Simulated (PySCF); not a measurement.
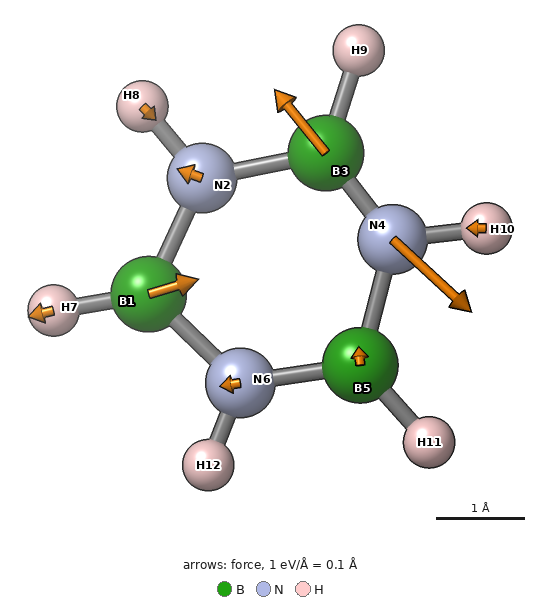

Starting geometry of B₃N₃H₆ with the computed forces as orange arrows. Style: ball-and-stick. Shown face on.

The start comes from GFN2-xTB. Its atoms were then displaced at random by about 0.03 Å.

Computed with PySCF, PBE0-D3(BJ)/def2-SVP geometry optimisation, gas phase. 

> What follows when this structure is relaxed?

It isn't relaxed: the largest force vector, on N4, is 12.52 eV/Å. The atoms end up moving mostly along the starting forces (cosine between the two patterns 0.85). The energy falls by 1.304 eV in 7 geometry steps. The largest move after the best rigid fit is that of N4, 0.10 Å. By element the largest moves are N 0.10 Å, B 0.08 Å, H 0.04 Å. Among the contacts that change: B3–N4 1.258 → 1.426 Å, B1–H7 1.102 → 1.210 Å, N4–H10 1.078 → 1.011 Å, N2–H8 1.074 → 1.011 Å. Bond angles that change, for instance: N2–B1–N6 109.3° → 117.4°, B5–N4–H10 110.7° → 118.7°, B1–N6–H12 112.6° → 118.6°. Cost: 34 s on 1 thread of Arm Neoverse V1, on a shared host.
